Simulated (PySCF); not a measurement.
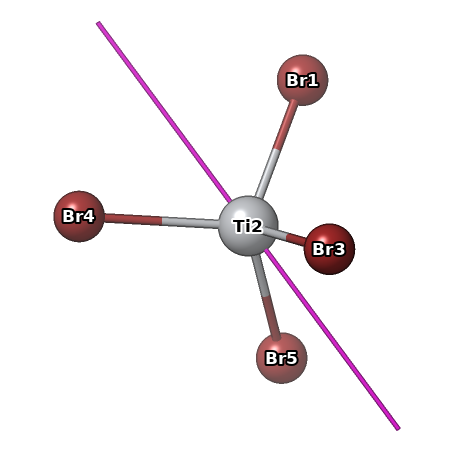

A line through the centre of mass is drawn in. Depth is shown by fading: the farther an atom, the more it takes the colour of the background. Charge 0, singlet. The geometry was computed by an optimisation with GFN2-xTB. No frequency run is at hand to confirm it as a minimum.

### Is the line a proper rotation axis of the structure, and of what order?

Yes, a C2 axis. A turn by 180° leaves Ti2 in place and moves Br1 ↔ Br4; Br3 ↔ Br5. The point group is Td.
